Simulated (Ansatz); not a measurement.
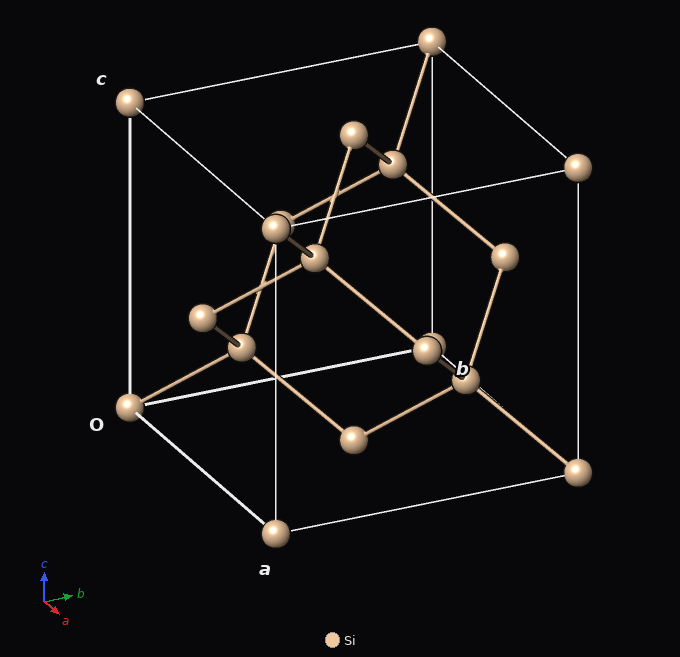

Crystal: Si, the geometry relaxed with DFT, BLYP, plane waves (420 eV) with PAW, scalar-relativistic in Ansatz 0.2.0. One unit cell is drawn above. The drawing is computed from the coordinates (standard cell, symmetry found to 0.002 Å).

```xyz
8
Lattice="5.5326 0.0000 0.0000 0.0000 5.5326 0.0000 0.0000 0.0000 5.5326" Properties=species:S:1:pos:R:3 pbc="T T T"
Si    2.7663    0.0000    2.7663
Si    1.3832    1.3832    1.3832
Si    2.7663    2.7663    0.0000
Si    1.3832    4.1495    4.1495
Si    0.0000    0.0000    0.0000
Si    4.1495    1.3832    4.1495
Si    0.0000    2.7663    2.7663
Si    4.1495    4.1495    1.3832
```

Q: What is its point group?

A: m-3m (Oh), order 48, cubic system: three fourfold axes, four threefold axes, six twofold axes, nine mirror planes, an inversion centre.

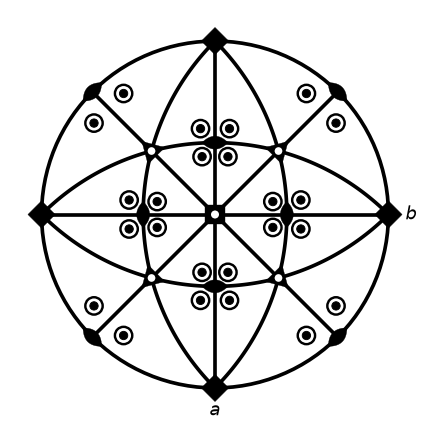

Stereographic projection: filled dots lie in the upper hemisphere, open rings in the lower; heavy lines are mirror planes (a heavy rim: a mirror in the plane of the page); lens, triangle, square and hexagon are 2-, 3-, 4- and 6-fold axes, a lens in an open square is −4, a triangle in an open hexagon −6; thin dashed diameters join the ends of axes that lie in the page; a small open circle marks inversion. The poles are one general form. The c axis points at the viewer.

Q: What does this class allow?

A: Class m-3m is centrosymmetric, so neither piezoelectric nor pyroelectric; it is not chiral. Its Laue class is m-3m.
